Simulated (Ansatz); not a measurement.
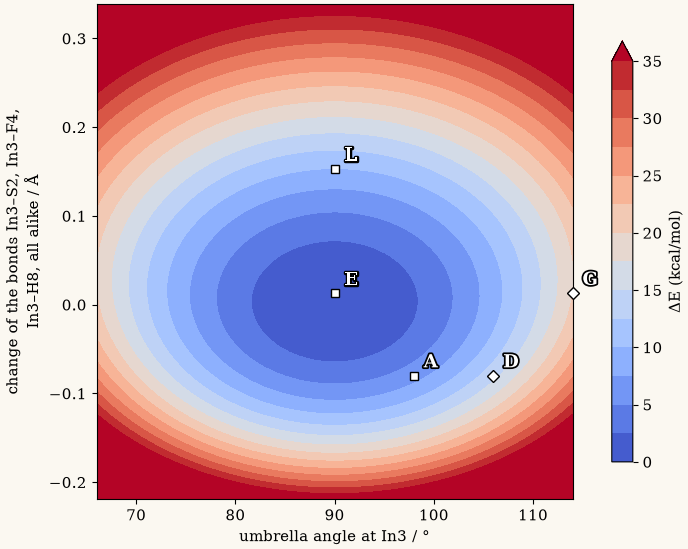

CH4FInS, SMILES C[S][InH][F]. First axis: umbrella angle at In3 (between each of its bonds and their common axis; 90 is planar). Second axis: change of the bonds In3–S2, In3–F4, In3–H8, all alike. Nothing is relaxed (all other coordinates rigid). The scan uses a 13 × 13 grid. Points are written as (first, second). Energies are in kcal/mol, from the relaxed molecule at the same level. These are results of Ansatz, RKS SPW92 (LDA)/def2-TZVP, not measurements.

Drawn: filled contours, one colour for all values above the top of the scale, lettered points. Between grid points the surface is interpolated.

Q: What kind of point is each of A, D, E, L: minimum, saddle, maximum or slope?

A: A: on a slope; D: on a slope; E: minimum; L: on a slope. (In these two coordinates alone; a stationary point may lie a little off the grid point.)

Q: Rank the lettered points by energy, lowest first.

A: E (0.09 kcal/mol), A (6.5 kcal/mol), L (9.9 kcal/mol), D (14.2 kcal/mol), G (20.0 kcal/mol).
